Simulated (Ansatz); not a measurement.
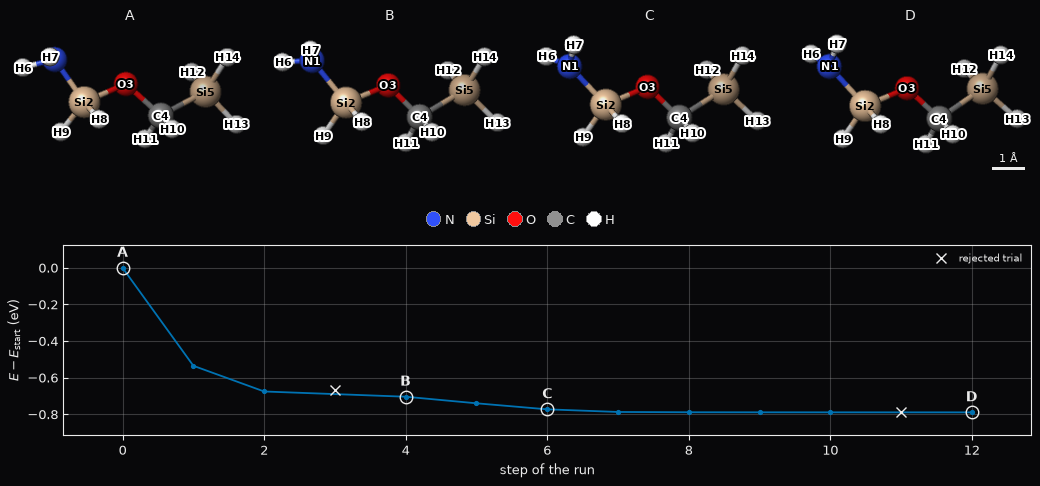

Frames of a relaxation of CH$_{9}$NOSi$_{2}$, marked on the history of the run. Style: ball-and-stick. Shown at a tilt.

The run prepares an end point of a later path (inversion) calculation, from a guessed geometry.

Method: RKS r2SCAN-D4/6-31G* (Ansatz).

Input
```yaml
crystal:
  periodic: [false, false, false]
  atoms:
    - { symbol: "N", position_ang: [-1.7637, -1.441, 1.913] }
    - { symbol: Si, position_ang: [-0.4461, -1.5378, 0.9224] }
    - { symbol: O, position_ang: [-0.341, -0.0333, 0.2206] }
    - { symbol: C, position_ang: [0.8453, 0.2237, -0.6798] }
    - { symbol: Si, position_ang: [0.843, 1.9393, -1.4258] }
    - { symbol: H, position_ang: [-2.39145, -2.28784, 1.68077] }
    - { symbol: H, position_ang: [-1.45688, -1.69756, 2.87829] }
    - { symbol: H, position_ang: [0.7692, -1.7976, 1.7655] }
    - { symbol: H, position_ang: [-0.6867, -2.5366, -0.0716] }
    - { symbol: H, position_ang: [1.7274, 0.041, -0.1379] }
    - { symbol: H, position_ang: [0.6942, -0.4908, -1.4948] }
    - { symbol: H, position_ang: [-0.3722, 2.2505, -2.1691] }
    - { symbol: H, position_ang: [1.956, 2.0798, -2.343] }
    - { symbol: H, position_ang: [0.9754, 2.9784, -0.3207] }
basis:
  gaussian: { orbitals: "6-31G*" }
hamiltonian:
  xc: r2scan
  dispersion: d4
relax:
  f_tol: 0.015
  max_steps: 40
```

Launched with:
```bash
ansatz run input.yaml --threads 2 --pin off --max-ram 3072MiB --backend cpu --events-out ev --progress --plain --runs-dir out
```

**What happens along the run?**

The energy falls by 0.789 eV in 10 accepted moves (12 points after the start). Largest force component: 3.2 eV/Å at the start, 0.0081 eV/Å at the end. The line search rejected the trial steps at points 3, 11 of the run. The largest move after the best rigid fit is that of H6, 0.57 Å. By element the largest moves are H 0.57 Å, N 0.31 Å, O 0.15 Å, Si 0.14 Å, C 0.11 Å. Among the contacts that change: O3–C4 1.511 → 1.436 Å, N1–H6 1.079 → 1.013 Å, N1–Si2 1.651 → 1.714 Å, Si2–H9 1.430 → 1.491 Å. Bond angles that change, for instance: Si2–N1–H6 106.8° → 119.8°, Si2–N1–H7 107.8° → 119.7°, H6–N1–H7 100.2° → 110.6°. From step 0 to 4: H7 moves most (0.22 Å), energy −0.704 eV. From step 4 to 6: H6 moves most (0.24 Å), energy −0.069 eV. From step 6 to 12: H6 moves most (0.20 Å), energy −0.017 eV.
